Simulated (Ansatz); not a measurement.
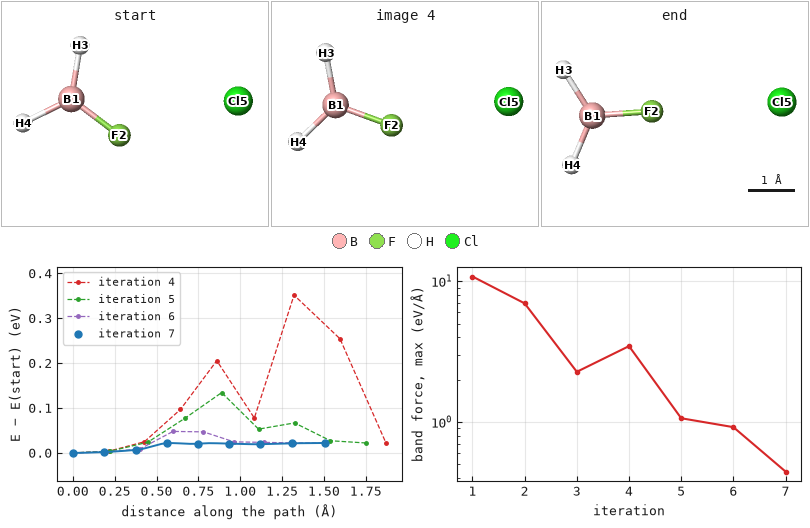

A search for the minimum-energy path of BH2ClF (multiplicity 2), made up at the start of BH2F and Cl by the nudged elastic band. Images are numbered from 0 (start) to 8 (end). The plot follows the band through its iterations. A ball-and-stick model, seen face on.

Method: UKS PBE0-D4/cc-pVDZ (Ansatz). Run with 7 movable images; climbing image; force threshold 0.5 eV/Å; iteration limit 60; starting path through a guess of the saddle point.

Q: How did the profile develop, and is the result final?

A: The run met only a loose threshold, so the barrier can't be trusted yet. The band converged in 7 iterations. The largest component of the band force went from 11 to 0.44 eV/Å. The force threshold is so loose that the height of the top is at best an upper bound. The first iteration put the highest image at 2.451 eV. No barrier shows: the energy is highest at the end, and the end lies 0.022 eV above the start.

Limits of the set-up: the start holds two separate molecules, 2.8 Å apart at their closest, whose relative position is a soft coordinate.
